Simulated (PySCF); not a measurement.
**[Gd(H2O)2]3+: forces at shaken geometries**

Aim: move all atoms of relaxed [Gd(H2O)2]3+ at random and read energies and forces. The species was built from a template and needn't be a known compound.

Program: PySCF 2.14.0. Level of theory: BP86, Gd lcecp-1-SVP with ECP53, O def2-SVP, H def2-SVP; scalar-relativistic core potentials, no spin–orbit coupling. These are calculated values, not measurements.

2 further runs of the same task are left out: 2 for a known fault of the program.

## Step 1: Where the work starts

7 atoms, charge 3, spin multiplicity 1.

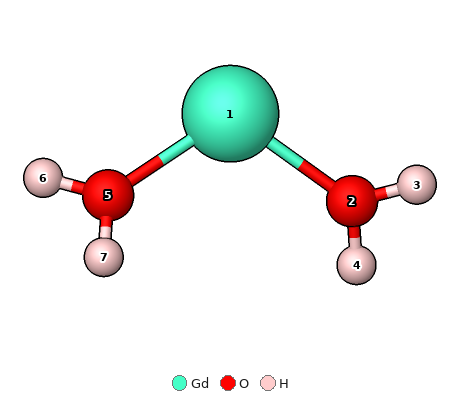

The geometry (gadolinium teal, oxygen red, hydrogen pink); atoms are numbered from 1 in the order of the file.

As a file:

```xyz
7
GdH4O2
Gd    1.0927   -0.0754    0.0030
O    -0.1714    0.0629    1.8526
H     0.0867    0.4384    2.7506
H    -1.1122   -0.2566    2.0119
O    -0.1677   -0.0374   -1.8541
H     0.0791   -0.3568   -2.7767
H    -1.0991    0.3192   -1.9874
```

Formal oxidation states: Gd +3. Each metal's 7 4f electrons lie in its core potential, so multiplicities, spins and levels count the valence alone. An earlier session relaxed this geometry at BP86, Gd lcecp-1-SVP with ECP53, O def2-SVP, H def2-SVP (singlet, point group C1).

Its energy there is -187.501438 Eh.

## Step 2: Atoms moved at random, σ = 0.06 Å

run.py (the lines that set the calculation) reads:

```python
mol = gto.M(atom='''
Gd     1.03986     0.01117    -0.02714
O     -0.14961     0.00381     1.86033
H      0.13882     0.44015     2.79694
H     -1.05224    -0.24805     1.92140
O     -0.25602    -0.07521    -1.85138
H      0.11634    -0.33425    -2.72465
H     -1.12907     0.29660    -1.97550''',
    basis={'Gd': 'lcecp-1-SVP', 'O': 'def2-SVP', 'H': 'def2-SVP'},
    ecp={'Gd': 'lcecp-1-SVP'},
    charge=3, spin=0)
mf = dft.RKS(mol, xc='B88,P86')
mf.grids.atom_grid = (50, 194)  # f atoms: unpruned, at least (60, 302)
mf = mf.density_fit()  # fitting sets: Gd AutoAux, O def2-universal-JKFIT, H def2-universal-JKFIT
mf.conv_tol = 1e-08; mf.max_cycle = 55
mf.kernel(dm0)  # dm0: the density of the relaxed state
```

On the command line:

```console
$ OMP_NUM_THREADS=2 python run.py
```

Standard output:

```text
init E= -187.53545447071
  HOMO = -0.901388023393584  LUMO = -0.716774103164601  gap/eV = 5.02360
cycle= 1 E= -187.488189018382  delta_E= 0.0473  |g|= 0.0773  |ddm|= 0.294
  HOMO = -0.910285795475637  LUMO = -0.718238262905471  gap/eV = 5.22588
cycle= 2 E= -187.485475040278  delta_E= 0.00271  |g|= 0.142  |ddm|= 0.159
  HOMO = -0.916203271767205  LUMO = -0.720122296088289  gap/eV = 5.33564
cycle= 3 E= -187.489462092872  delta_E= -0.00399  |g|= 0.0158  |ddm|= 0.101
  HOMO = -0.916133380053342  LUMO = -0.720763524761549  gap/eV = 5.31628
cycle= 4 E= -187.489505696115  delta_E= -4.36e-05  |g|= 0.00233  |ddm|= 0.0116
  HOMO = -0.916510135590647  LUMO = -0.720660932165406  gap/eV = 5.32933
cycle= 5 E= -187.489506240703  delta_E= -5.45e-07  |g|= 0.00186  |ddm|= 0.00286
  HOMO = -0.916307523873743  LUMO = -0.720670388829922  gap/eV = 5.32356
cycle= 6 E= -187.489506909513  delta_E= -6.69e-07  |g|= 0.000141  |ddm|= 0.00123
  HOMO = -0.916303726294675  LUMO = -0.720667570281617  gap/eV = 5.32353
cycle= 7 E= -187.489506914471  delta_E= -4.96e-09  |g|= 2.03e-05  |ddm|= 0.000154
  HOMO = -0.916300295118881  LUMO = -0.720668886012822  gap/eV = 5.32340
Extra cycle  E= -187.489506914353  delta_E= 1.17e-10  |g|= 3.26e-05  |ddm|= 4.06e-05
converged SCF energy = -187.489506914353
```

Wall time 2.8 s (2 threads of Intel Xeon 6975P-C (Granite Rapids), shared host).

It gives: E = -187.489507 Eh (+0.325 eV from the relaxed state), HOMO -24.93 eV, LUMO -19.61 eV, Mulliken charge on Gd1 +2.12 e, largest force component 3.844 eV/Å. 

| atom | Fx | Fy | Fz (eV/Å) |
| --- | --- | --- | --- |
| Gd1 | 0.246 | -0.099 | 0.114 |
| O2 | 3.844 | 1.970 | 1.060 |
| H3 | -0.884 | -1.046 | -1.630 |
| H4 | -3.121 | -0.860 | 0.730 |
| O5 | 2.194 | -0.387 | 1.433 |
| H6 | -0.217 | -0.220 | -1.014 |
| H7 | -2.062 | 0.642 | -0.694 |

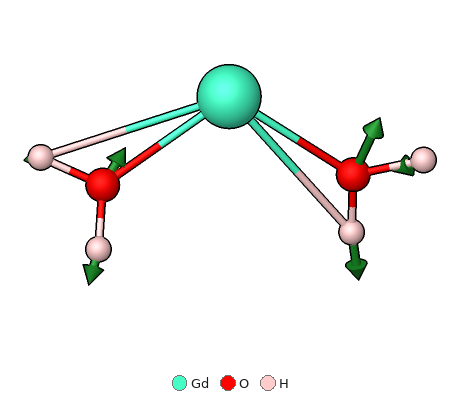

Forces as arrows, the longest for the largest force.

## Step 3: Atoms moved at random, σ = 0.1 Å

run.py (the lines that set the calculation) reads:

```python
mol = gto.M(atom='''
Gd     1.11021     0.04958    -0.10139
O     -0.28662    -0.07145     1.93143
H     -0.02966     0.54108     2.86569
H     -1.04131    -0.32070     2.05490
O     -0.16902    -0.14583    -1.76828
H      0.14818    -0.36979    -2.84300
H     -1.02369     0.41133    -2.13935''',
    basis={'Gd': 'lcecp-1-SVP', 'O': 'def2-SVP', 'H': 'def2-SVP'},
    ecp={'Gd': 'lcecp-1-SVP'},
    charge=3, spin=0)
mf = dft.RKS(mol, xc='B88,P86')
mf.grids.atom_grid = (50, 194)  # f atoms: unpruned, at least (60, 302)
mf = mf.density_fit()  # fitting sets: Gd AutoAux, O def2-universal-JKFIT, H def2-universal-JKFIT
mf.conv_tol = 1e-08; mf.max_cycle = 55
mf.kernel(dm0)  # dm0: the density of the relaxed state
```

On the command line:

```console
$ OMP_NUM_THREADS=2 python run.py
```

Standard output:

```text
init E= -187.156802144264
  HOMO = -0.931134994063498  LUMO = -0.76840539855557  gap/eV = 4.42810
cycle= 1 E= -187.39248200636  delta_E= -0.236  |g|= 0.305  |ddm|= 0.649
  HOMO = -0.826599944513607  LUMO = -0.720204739544633  gap/eV = 2.89516
cycle= 2 E= -187.294578683918  delta_E= 0.0979  |g|= 0.756  |ddm|= 0.687
  HOMO = -0.862626514560347  LUMO = -0.710723410184025  gap/eV = 4.13349
cycle= 3 E= -187.4107023382  delta_E= -0.116  |g|= 0.0486  |ddm|= 0.532
  HOMO = -0.861046695678731  LUMO = -0.715689050187455  gap/eV = 3.95538
cycle= 4 E= -187.411244609211  delta_E= -0.000542  |g|= 0.00989  |ddm|= 0.0564
  HOMO = -0.863268692432328  LUMO = -0.715491974310658  gap/eV = 4.02121
cycle= 5 E= -187.411248407297  delta_E= -3.8e-06  |g|= 0.00955  |ddm|= 0.013
  HOMO = -0.86212718376655  LUMO = -0.715562226320488  gap/eV = 3.98824
cycle= 6 E= -187.411266127399  delta_E= -1.77e-05  |g|= 0.00105  |ddm|= 0.00673
  HOMO = -0.862259822852884  LUMO = -0.715516377986737  gap/eV = 3.99309
cycle= 7 E= -187.411266390468  delta_E= -2.63e-07  |g|= 0.0002  |ddm|= 0.00109
  HOMO = -0.862252426095107  LUMO = -0.715524736155718  gap/eV = 3.99266
cycle= 8 E= -187.411266399031  delta_E= -8.56e-09  |g|= 3.17e-05  |ddm|= 0.000152
  HOMO = -0.862259655858043  LUMO = -0.715519749249905  gap/eV = 3.99300
Extra cycle  E= -187.41126639826  delta_E= 7.71e-10  |g|= 6.85e-05  |ddm|= 8.45e-05
converged SCF energy = -187.41126639826
```

It took 2.7 s on 2 threads of Intel Xeon 6975P-C (Granite Rapids), shared host.

Read off: E = -187.411266 Eh (+2.454 eV from the relaxed state), HOMO -23.46 eV, LUMO -19.47 eV, Mulliken charge on Gd1 +2.13 e, largest force component 17.566 eV/Å. 

```csv
atom,Fx,Fy,Fz (eV/Å)
Gd1,-0.073,-0.243,2.513
O2,17.566,7.784,-0.765
H3,-0.976,-2.195,-2.880
H4,-15.719,-5.375,2.537
O5,-1.396,1.224,-5.762
H6,-0.587,-0.007,2.970
H7,1.184,-1.188,1.388
```

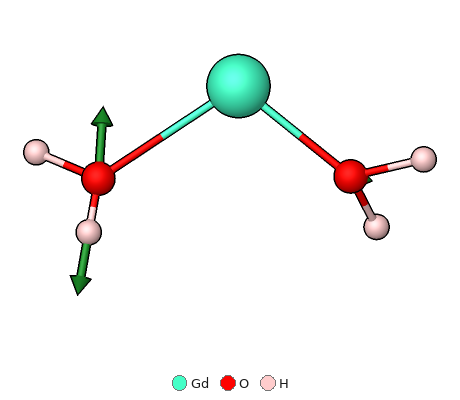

Forces as arrows, the longest for the largest force.

## Step 4: Atoms moved at random, σ = 0.03 Å

run.py (the lines that set the calculation) reads:

```python
mol = gto.M(atom='''
Gd     1.07968    -0.09073    -0.01935
O     -0.16236     0.09577     1.92717
H      0.11116     0.44521     2.71551
H     -1.08972    -0.29619     2.01385
O     -0.18281    -0.05760    -1.89460
H      0.05968    -0.34498    -2.74543
H     -1.10754     0.34274    -1.99715''',
    basis={'Gd': 'lcecp-1-SVP', 'O': 'def2-SVP', 'H': 'def2-SVP'},
    ecp={'Gd': 'lcecp-1-SVP'},
    charge=3, spin=0)
mf = dft.RKS(mol, xc='B88,P86')
mf.grids.atom_grid = (50, 194)  # f atoms: unpruned, at least (60, 302)
mf = mf.density_fit()  # fitting sets: Gd AutoAux, O def2-universal-JKFIT, H def2-universal-JKFIT
mf.conv_tol = 1e-08; mf.max_cycle = 55
mf.kernel(dm0)  # dm0: the density of the relaxed state
```

On the command line:

```console
$ OMP_NUM_THREADS=2 python run.py
```

Standard output:

```text
init E= -187.594719410137
  HOMO = -0.880845516189071  LUMO = -0.708893703644575  gap/eV = 4.67905
cycle= 1 E= -187.482987086613  delta_E= 0.112  |g|= 0.0835  |ddm|= 0.211
  HOMO = -0.920646971963406  LUMO = -0.724089841446298  gap/eV = 5.34859
cycle= 2 E= -187.479089532223  delta_E= 0.0039  |g|= 0.164  |ddm|= 0.164
  HOMO = -0.90549456582418  LUMO = -0.72710135175574  gap/eV = 4.85433
cycle= 3 E= -187.484397996945  delta_E= -0.00531  |g|= 0.0128  |ddm|= 0.115
  HOMO = -0.906460021666441  LUMO = -0.726840286501308  gap/eV = 4.88770
cycle= 4 E= -187.484427930818  delta_E= -2.99e-05  |g|= 0.00199  |ddm|= 0.0107
  HOMO = -0.90600799290055  LUMO = -0.726757577377801  gap/eV = 4.87765
cycle= 5 E= -187.484428540553  delta_E= -6.1e-07  |g|= 0.00116  |ddm|= 0.00206
  HOMO = -0.906114586118155  LUMO = -0.726745189870257  gap/eV = 4.88089
cycle= 6 E= -187.484428798149  delta_E= -2.58e-07  |g|= 0.000245  |ddm|= 0.000882
  HOMO = -0.906091043530129  LUMO = -0.726744905793  gap/eV = 4.88026
cycle= 7 E= -187.484428811103  delta_E= -1.3e-08  |g|= 1.44e-05  |ddm|= 0.000198
  HOMO = -0.906089511262999  LUMO = -0.726745168837603  gap/eV = 4.88021
cycle= 8 E= -187.484428811159  delta_E= -5.51e-11  |g|= 2.49e-06  |ddm|= 1.84e-05
  HOMO = -0.906090039475387  LUMO = -0.726744952050049  gap/eV = 4.88023
Extra cycle  E= -187.484428811156  delta_E= 2.16e-12  |g|= 3.82e-06  |ddm|= 4.78e-06
converged SCF energy = -187.484428811156
```

Run time: 2.9 s. Hardware: 2 threads of Intel Xeon 6975P-C (Granite Rapids), shared host.

It gives: E = -187.484429 Eh (+0.463 eV from the relaxed state), HOMO -24.66 eV, LUMO -19.78 eV, Mulliken charge on Gd1 +2.17 e, largest force component 6.079 eV/Å. 

| atom | Fx | Fy | Fz (eV/Å) |
| --- | --- | --- | --- |
| Gd1 | -0.203 | 0.055 | 0.371 |
| O2 | -1.444 | -2.552 | -6.079 |
| H3 | 1.303 | 2.101 | 5.109 |
| H4 | 0.332 | 0.359 | 0.532 |
| O5 | -1.141 | 1.442 | 3.870 |
| H6 | 0.892 | -1.208 | -3.644 |
| H7 | 0.261 | -0.197 | -0.159 |

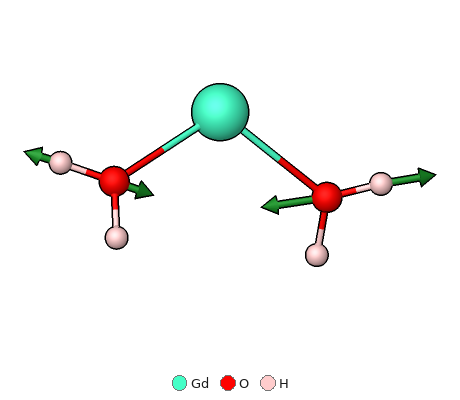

Forces as arrows, the longest for the largest force.

## Step 5: Results

| σ (Å) | energy rise (eV) | harmonic estimate −½ F·u (eV) | largest force component (eV/Å) |
| --- | --- | --- | --- |
| 0.06 | 0.325 | 0.318 | 3.84 |
| 0.1 | 2.454 | 2.811 | 17.57 |
| 0.03 | 0.463 | 0.507 | 6.08 |

Every displacement raises the energy. For a harmonic well the rise equals −½ F·u; the two differ by at most 15 % here (a move with σ = 0.1 Å), from anharmonicity, the grid and the small forces left at the relaxed point. These are double-zeta-type bases without diffuse functions. Spin–orbit coupling is left out.
